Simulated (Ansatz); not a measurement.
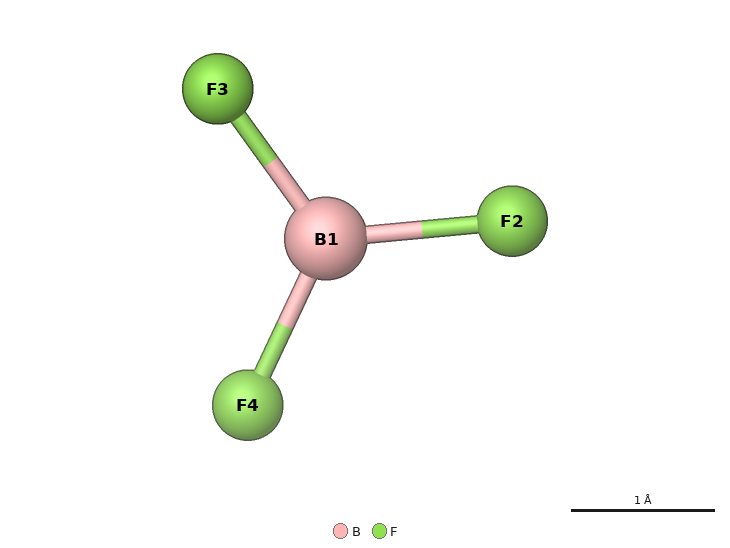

(Drawn from a calculation with Ansatz.)

Orthographic view. Depth is shown by fading: the farther an atom, the more it takes the colour of the background. Geometry: a fixed input geometry, not necessarily a minimum.

Write a MOL file (V2000) with the atoms in numerical order, bonds sorted by atom number with the orders drawn, and coordinates in the frame of the picture: x right, y up, z towards the viewer, origin at the mean position.

```
BF3
                    3D

  4  3  0  0  0  0  0  0  0  0999 V2000
    0.0000   -0.0000   -0.0000 B   0  0  0  0  0  0  0  0  0  0  0  0
    1.3100    0.1200    0.0100 F   0  0  0  0  0  0  0  0  0  0  0  0
   -0.7600    1.0500    0.2100 F   0  0  0  0  0  0  0  0  0  0  0  0
   -0.5500   -1.1700   -0.2200 F   0  0  0  0  0  0  0  0  0  0  0  0
  1  2  1  0
  1  3  1  0
  1  4  1  0
M  END
```
